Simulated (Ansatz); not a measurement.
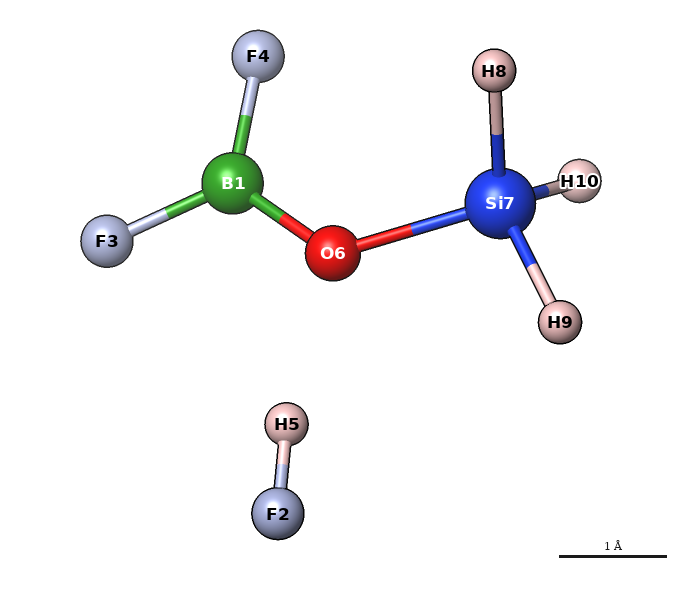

The geometry was computed by an optimisation with PBE0-D4/def2-TZVP.

Find the hydrogen bonds (donors O, N, F, S or Cl) and give their geometry.

```
   D–H···A  D–H (Å)  H···A (Å)  angle (°)            kind
F2–H5···O6     0.93       1.79        170  intermolecular
```
